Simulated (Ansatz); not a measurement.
# HfClF₃: geometry relaxation

- system: HfClF₃
- method: RKS PBE0-D4/def2-TZVP (Ansatz 0.2.0)

Figures and captions count atoms from 1; the log counts them from 0 in places.

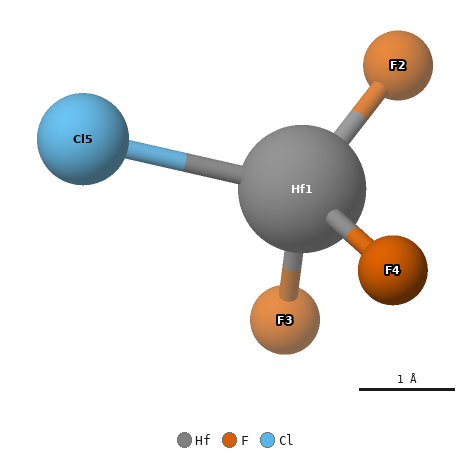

**Figure 1.** The input geometry (ball-and-stick view, seen at a tilt; atoms are numbered from 1 in the order of the input). Sticks mark near contacts. Bond lengths as drawn: Cl–Hf 2.40 Å and F–Hf 1.89 Å.

### Summary

- outcome: converged
- total energy: −21981.3236 eV
- mean-field energy: −21981.2401 eV
- dispersion energy: −0.0835 eV
- SCF solution under orbital rotations: stable
- largest force (length of the vector) at the end: 0.003 eV/Å
- dipole moment: 0.00 D
- hardware: 8 threads of Arm Neoverse V1, 23 GiB of memory available, shared host
- wall time: 8 s (CPU time 53 s)
- peak memory: 0.51 GiB

### The input
```yaml
crystal:
  periodic: [false, false, false]
  atoms:
    - {symbol: Hf, position_ang: [-0.650527, -0.144620, -0.043380]}
    - {symbol: F, position_ang: [-0.249152, -1.826790, -0.814067]}
    - {symbol: F, position_ang: [-2.437248, 0.137356, -0.583112]}
    - {symbol: F, position_ang: [-0.792188, -0.180537, 1.844307]}
    - {symbol: Cl, position_ang: [0.425320, 1.775302, -1.012001]}
basis:
  gaussian: {orbitals: def2-TZVP}
hamiltonian: {xc: pbe0, dispersion: d4}
relax: {f_tol: 0.005, max_steps: 200}
```

Launch command:
```bash
ansatz run in.yaml --threads 8 --pin off --events-out ev --progress --plain --max-ram 19148MiB
```

### Log
```
Functional definition: PBE0
  name "PBE0"
  cite "Adamo & Barone, J. Chem. Phys. 110, 6158 (1999) doi:10.1063/1.478522"
  cite "Perdew, Burke & Ernzerhof, Phys. Rev. Lett. 77, 3865 (1996) doi:10.1103/PhysRevLett.77.3865"
  parent pbe
  parameter a = 0.25
  parameter kappa = 0.804
  parameter beta = 0.06672455060314922
  exchange = (1 - a)*pbe_x(kappa = kappa, mu = beta*pi^2/3) + a*exact_x
  correlation = pbe_c(beta = beta)
1129 factors; their error is unknown
mean field evaluation 1: about -21974.4303 eV, gradient 6.6e1 eV
mean field evaluation 2: about -21944.5374 eV, gradient 1.6e2 eV
mean field evaluation 4: about -21980.9757 eV, gradient 4.7e0 eV
mean field evaluation 8: about -21981.0925 eV, gradient 1.7e-1 eV
mean field evaluation 16: about -21981.0925 eV, gradient 1.5e-5 eV
mean field -21981.09252382 eV, -807.7902509309 hartree, gradient 1.5e-5 eV, S^2 0.000000; 0 other end points of the search recorded, 0 dependent functions left out
the calculation of the forces begins
reference -21981.09255990 eV, -807.7902522565 hartree; 28, 28 occupied and 142, 142 virtual orbitals, 1129 factors
relax step   1: F+E_penalty+E_count = -21981.17492961 eV  Δ(F+E_penalty+E_count) = +0.000e0 eV  max|allowed force component| = 8.806e-1 eV/Å  Δτ_max = 0.0000 Å  (27 SCF iters, accepted)
these checks for a lower state are left out or cut short: starts, cluster_reference, orbital_swaps, neighbouring_geometries, increment
1129 factors; their error is unknown
mean field -21981.22752693 eV, -807.7952122037 hartree, gradient 1.2e-5 eV, S^2 0.000000; 0 other end points of the search recorded, 0 dependent functions left out
the calculation of the forces begins
reference -21981.22756306 eV, -807.7952135311 hartree; 28, 28 occupied and 142, 142 virtual orbitals, 1129 factors
relax step   2: F+E_penalty+E_count = -21981.31077586 eV  Δ(F+E_penalty+E_count) = -1.358e-1 eV  max|allowed force component| = 5.473e-1 eV/Å  Δτ_max = 0.1742 Å  (34 SCF iters, accepted)
these checks for a lower state are left out or cut short: starts, cluster_reference, orbital_swaps, neighbouring_geometries, increment
1129 factors; their error is unknown
mean field -21981.23903902 eV, -807.7956352651 hartree, gradient 2.5e-5 eV, S^2 0.000000; 0 other end points of the search recorded, 0 dependent functions left out
the calculation of the forces begins
reference -21981.23907515 eV, -807.7956365927 hartree; 28, 28 occupied and 142, 142 virtual orbitals, 1129 factors
relax step   3: F+E_penalty+E_count = -21981.32251584 eV  Δ(F+E_penalty+E_count) = -1.174e-2 eV  max|allowed force component| = 1.321e-1 eV/Å  Δτ_max = 0.0431 Å  (28 SCF iters, accepted)
these checks for a lower state are left out or cut short: starts, cluster_reference, orbital_swaps, neighbouring_geometries, increment
1129 factors; their error is unknown
mean field evaluation 32: about -21981.1523 eV, gradient 8.0e0 eV
mean field -21981.23984577 eV, -807.7956649126 hartree, gradient 1.1e-5 eV, S^2 0.000000; 0 other end points of the search recorded, 0 dependent functions left out
the calculation of the forces begins
reference -21981.23988188 eV, -807.7956662395 hartree; 28, 28 occupied and 142, 142 virtual orbitals, 1129 factors
relax step   4: F+E_penalty+E_count = -21981.32336146 eV  Δ(F+E_penalty+E_count) = -8.456e-4 eV  max|allowed force component| = 4.478e-2 eV/Å  Δτ_max = 0.0179 Å  (29 SCF iters, accepted)
these checks for a lower state are left out or cut short: starts, cluster_reference, orbital_swaps, neighbouring_geometries, increment
1129 factors; their error is unknown
mean field -21981.24006406 eV, -807.7956729346 hartree, gradient 2.5e-5 eV, S^2 0.000000; 0 other end points of the search recorded, 0 dependent functions left out
the calculation of the forces begins
reference -21981.24010018 eV, -807.7956742618 hartree; 28, 28 occupied and 142, 142 virtual orbitals, 1129 factors
relax step   5: F+E_penalty+E_count = -21981.32353554 eV  Δ(F+E_penalty+E_count) = -1.741e-4 eV  max|allowed force component| = 2.146e-3 eV/Å  Δτ_max = 0.0055 Å  (28 SCF iters, accepted)
1129 factors; their error is unknown
mean field evaluation 64: about -21981.2401 eV, gradient 8.9e-6 eV
```

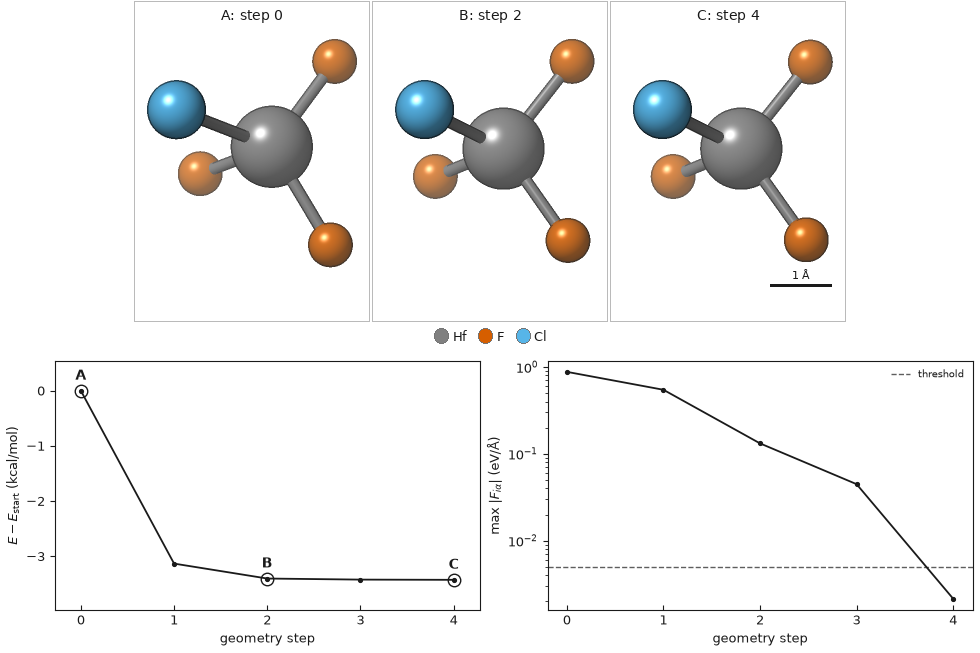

**Figure 2.** Frames of the relaxation (ball-and-stick view, seen at a tilt) above the curves, on which the letters mark them (the first geometry is step 0 here and step 1 in the log).

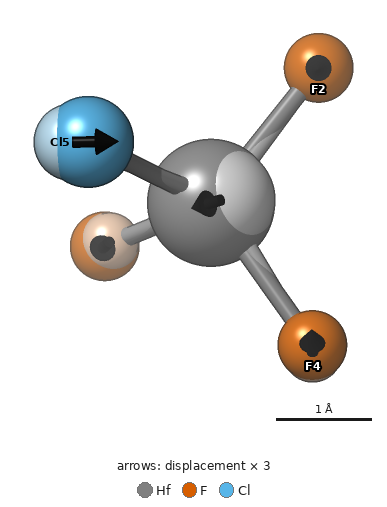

**Figure 3.** Start (faint) and end (solid) with the displacements as black arrows, magnified 3 times (ball-and-stick view, seen at a tilt). The two geometries are laid on each other by the best rigid fit. Cl5 moves most after the best rigid fit: 0.17 Å. By element the largest moves are Cl 0.17 Å, F 0.16 Å, Hf 0.15 Å. Among the contacts that change: Hf1–Cl5 2.405 → 2.339 Å. Among the angles that change: F3–Hf1–Cl5 100.9° → 110.1°, F2–Hf1–Cl5 116.8° → 110.1°, F2–Hf1–F3 102.5° → 108.8°. The energy falls by 3.43 kcal/mol in 4 geometry steps. Largest force component: 0.88 eV/Å at the start, 0.0021 eV/Å at the end. (Atoms are counted from 1 in the order of the input.)

```
mean field -21981.24006406 eV, -807.7956729346 hartree, gradient 2.4e-5 eV, S^2 0.000000; 1 other end points of the search recorded, 0 dependent functions left out
the calculation of the forces begins
reference -21981.24010018 eV, -807.7956742618 hartree; 28, 28 occupied and 142, 142 virtual orbitals, 1129 factors
Total energy: -21981.32357165 eV, -807.7987417820 hartree
Atom 0 at    -0.783439    -0.106538    -0.094040 Å, force     0.001236     0.001878    -0.000909 eV/Å
Atom 1 at    -0.152196    -1.750698    -0.782686 Å, force    -0.000041     0.000192    -0.000407 eV/Å
Atom 2 at    -2.592459     0.112609    -0.599412 Å, force     0.000078    -0.000358     0.000238 eV/Å
Atom 3 at    -0.678637    -0.155625     1.793438 Å, force    -0.000122     0.000434    -0.000015 eV/Å
Atom 4 at     0.502936     1.660963    -0.925553 Å, force    -0.001152    -0.002146     0.001093 eV/Å
Dipole moment:    -0.000531    -0.000772     0.000368 e Å
```

### Trajectory as extended XYZ (Å, eV, eV/Å), 5 frames, from step=1 to step=5
```
5
Properties=species:S:1:pos:R:3:forces:R:3 step=1 energy=-21981.17493
Hf   -0.6505   -0.1446   -0.0434   -0.6919   0.8806  -0.6861
F    -0.2492   -1.8268   -0.8141    0.2630   0.0305   0.1234
F    -2.4372    0.1374   -0.5831    0.2684  -0.1010   0.1175
F    -0.7922   -0.1805    1.8443    0.2881  -0.0467  -0.0010
Cl    0.4253    1.7753   -1.0120   -0.1276  -0.7634   0.4462
5
Properties=species:S:1:pos:R:3:forces:R:3 step=2 energy=-21981.31078
Hf   -0.7682   -0.0931   -0.0992    0.0708  -0.5473   0.3525
F    -0.1709   -1.7527   -0.8156   -0.0412   0.3015   0.1626
F    -2.5814    0.0756   -0.5743   -0.1587   0.1130  -0.1024
F    -0.7060   -0.1313    1.8031    0.0614  -0.0094  -0.3386
Cl    0.5227    1.6622   -0.9223    0.0677   0.1422  -0.0742
5
Properties=species:S:1:pos:R:3:forces:R:3 step=3 energy=-21981.32252
Hf   -0.7836   -0.1094   -0.0923    0.1321  -0.0974   0.0870
F    -0.1515   -1.7527   -0.7951   -0.0405   0.0971   0.0632
F    -2.5883    0.1112   -0.5977   -0.0882   0.0117  -0.0252
F    -0.6820   -0.1456    1.8004   -0.0028  -0.0172  -0.1211
Cl    0.5016    1.6573   -0.9236   -0.0006   0.0059  -0.0038
5
Properties=species:S:1:pos:R:3:forces:R:3 step=4 energy=-21981.32336
Hf   -0.7831   -0.1065   -0.0940   -0.0144   0.0236  -0.0175
F    -0.1519   -1.7512   -0.7773    0.0131  -0.0353  -0.0256
F    -2.5907    0.1169   -0.6018   -0.0134  -0.0068   0.0015
F    -0.6769   -0.1605    1.7918   -0.0013   0.0083   0.0448
Cl    0.4990    1.6621   -0.9270    0.0160   0.0102  -0.0031
5
Properties=species:S:1:pos:R:3:forces:R:3 step=5 energy=-21981.32354
Hf   -0.7834   -0.1065   -0.0940    0.0012   0.0019  -0.0009
F    -0.1522   -1.7507   -0.7827    0.0000   0.0002  -0.0004
F    -2.5925    0.1126   -0.5994    0.0001  -0.0004   0.0002
F    -0.6786   -0.1556    1.7934   -0.0001   0.0004   0.0000
Cl    0.5029    1.6610   -0.9256   -0.0012  -0.0021   0.0011
```
